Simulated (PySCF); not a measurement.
# Run report: CH6Br2OSi3, excited-state calculation

System: CH6Br2OSi3, SMILES Br[Si]1(Br)C[SiH2][SiH2]O1.
Method: TDDFT B3LYP/def2-SVPD, vertical, gas phase, core orbitals frozen in the response (PySCF 2.14.0).

The geometry comes from this level: GFN2-xTB. It belongs to a series of runs on one base structure; here: C replaced by Si.

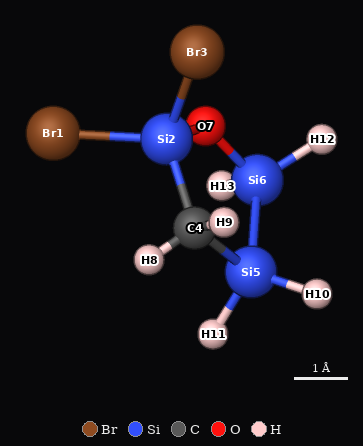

Figure 1. The input geometry (ball-and-stick view, seen at a tilt; atoms are numbered from 1 in the order of the input). Bond lengths as drawn: Br–Si 2.21 Å, C–H 1.09 Å, C–Si 1.89 to 1.93 Å, H–Si 1.46 to 1.47 Å, O–Si 1.61 to 1.66 Å and Si–Si 2.32 Å.

**Results in brief**

```json
{"quantity": "outcome", "value": "converged"}
{"quantity": "total energy", "value": "−6133.059236 hartree"}
{"quantity": "HOMO", "value": "−8.01 eV"}
{"quantity": "LUMO", "value": "−1.13 eV"}
{"quantity": "dipole moment", "value": "3.05 D"}
{"quantity": "mean polarisability", "value": "132.32 a.u."}
{"quantity": "lowest singlet excitation", "value": "6.15 eV"}
{"quantity": "hardware", "value": "1 CPU thread, shared host"}
{"quantity": "wall time", "value": "2.3 min"}
{"quantity": "peak memory", "value": "0.97 GiB"}
```

**Remarks**

Spin–orbit coupling is left out, which matters for the heavy atoms.

**Input file**
```
{"job": {"kind": "uv", "xc": "B3LYP", "basis": "def2-SVPD", "nstates": 8, "ntriplets": 3}, "charge": 0, "multiplicity": 1}
Br     0.991435     1.472768     2.780370
Si     0.116448    -0.120026     1.528535
Br    -0.544719    -1.783836     2.817426
C     -1.236563     0.525526     0.374849
Si    -0.587489     0.406217    -1.439421
Si     1.425519    -0.676952    -1.043151
O      1.304238    -0.697057     0.612100
H     -1.504480     1.549484     0.633359
H     -2.145591    -0.063222     0.497349
H     -1.587334    -0.327872    -2.224206
H     -0.476650     1.776667    -1.955346
H      1.557660    -2.097733    -1.353486
H      2.683139     0.036522    -1.246105
```

The first line tells a small driver script what to run in PySCF; the rest is the geometry in Å.

Command:
```bash
OMP_NUM_THREADS=1 python <driver script> task.json out
```

**Log**
```
coarse grid: 59096 points
cycle   1  E = -6132.9043419093  dE = -1.300e+00  |g| = 8.806e-01  |ddm| = 5.605e+00
cycle   2  E = -6132.5159982349  dE =  3.883e-01  |g| = 1.624e+00  |ddm| = 3.267e+00
cycle   3  E = -6133.0494301973  dE = -5.334e-01  |g| = 1.954e-01  |ddm| = 2.194e+00
cycle   4  E = -6133.0573557399  dE = -7.926e-03  |g| = 8.349e-02  |ddm| = 4.323e-01
cycle   5  E = -6133.0592309308  dE = -1.875e-03  |g| = 1.221e-02  |ddm| = 1.540e-01
cycle   6  E = -6133.0592619134  dE = -3.098e-05  |g| = 3.383e-03  |ddm| = 2.849e-02
cycle   7  E = -6133.0592650878  dE = -3.174e-06  |g| = 7.088e-04  |ddm| = 7.227e-03
final grid: 116576 points
cycle   8  E = -6133.0592352396  dE =  2.582e-08  |g| = 1.025e-03  |ddm| = 1.080e-02
cycle   9  E = -6133.0592347814  dE =  4.581e-07  |g| = 1.647e-03  |ddm| = 4.127e-03
cycle  10  E = -6133.0592355239  dE = -7.425e-07  |g| = 1.371e-04  |ddm| = 2.527e-03
cycle  11  E = -6133.0592355277  dE = -3.833e-09  |g| = 2.311e-05  |ddm| = 1.886e-04
cycle  12  E = -6133.0592355279  dE = -1.310e-10  |g| = 5.896e-06  |ddm| = 4.102e-05
```

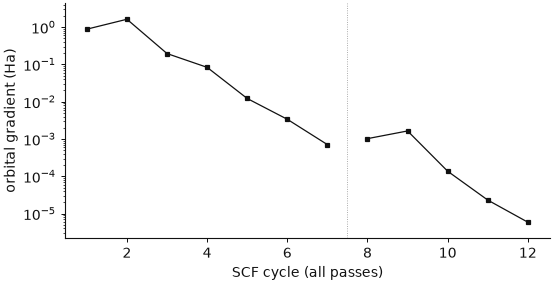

Figure 2. Convergence of the self-consistent field: orbital gradient against the SCF cycle. The dotted line marks the change from a coarse to the final integration grid. The first 7 cycles use a coarse grid, the final grid takes over at cycle 8, and the field converges after 12 cycles in all.

```
converged SCF energy = -6133.0592355279

Static polarisability (au): isotropic 132.321, principal 121.328 130.084 145.550

Singlet excitations
state   eV       nm        f      main configurations
  1   6.1542    201.5   0.00888   H->L 0.79
  2   6.1961    200.1   0.02687   H-3->L 0.73, H-2->L 0.11, H->L 0.09
  3   6.3557    195.1   0.01922   H-1->L 0.77, H-1->L+1 0.09
  4   6.3685    194.7   0.04159   H-2->L 0.83, H-3->L 0.10
  5   6.4343    192.7   0.01272   H->L+1 0.78
  6   6.5549    189.1   0.00473   H-1->L+1 0.71, H-1->L 0.08
  7   6.6121    187.5   0.02134   H-2->L+1 0.78
  8   6.6815    185.6   0.01447   H->L+2 0.82

Triplet excitations (Tamm-Dancoff, eV): 5.5797 5.9222 5.9760
```

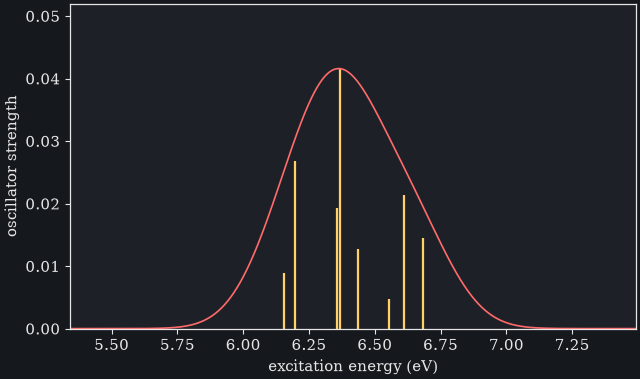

Figure 3. Computed excitations as sticks (degenerate states added up, dark ones marked on the axis), with a Gaussian envelope of 0.35 eV full width at half maximum, scaled to the tallest. Of the 8 states the lowest lies at 6.15 eV (f = 0.009); the strongest line is at 6.37 eV, or 195 nm (f = 0.042).

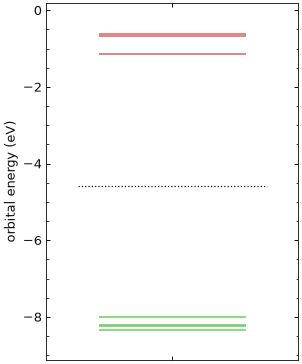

Figure 4. Orbital energies near the frontier; the dotted line parts filled from empty levels, and levels within 0.02 eV of each other stand side by side. Highest filled −8.01 eV, lowest empty −1.13 eV, 6.88 eV apart.
